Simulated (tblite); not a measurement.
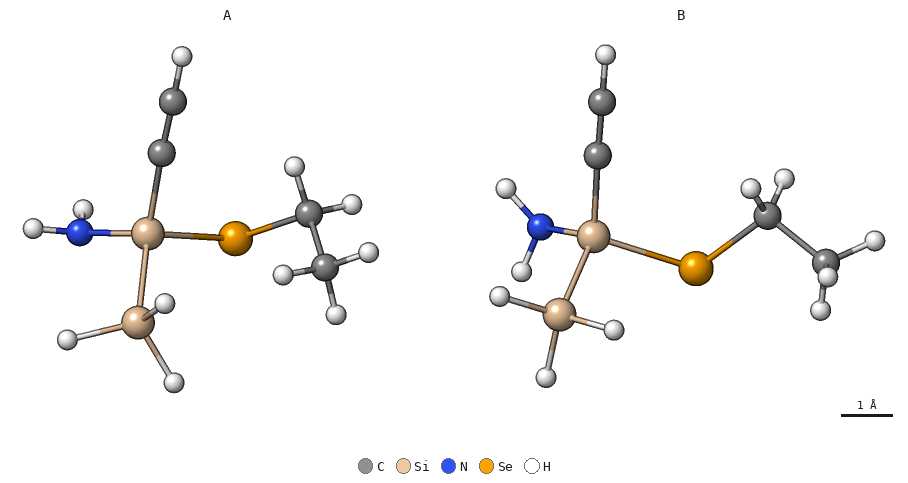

Two geometries of C4H11NSeSi2, drawn at one scale. One is the start of a relaxation, the other its converged end. The picture is a ball-and-stick view, seen at a tilt.

Computed with GFN2-xTB geometry optimisation, gas phase in tblite 0.8.0. 

Which one is relaxed?

Structure A is the relaxed one. The largest move after the best rigid fit is that of an H atom, 1.81 Å. Largest moves by element: H 1.81 Å, Se 1.05 Å, C 1.00 Å, Si 0.67 Å, N 0.34 Å. Near-neighbour distances that change, for instance: Si–Si 2.225 → 2.324 Å, N–Si 1.789 → 1.722 Å, Se–Si 2.277 → 2.331 Å, C–H 1.128 → 1.088 Å. Among the angles between lasting bonds that change: Si–Se–C 111.6° → 98.0°, Si–Si–Se 106.9° → 116.9°, C–Si–Se 111.4° → 104.5°. Groups turn about C–Se by about 70°, Si–Si by about 50°, C–C by about 35°. Over 251 geometry steps the energy falls by 0.730 eV.
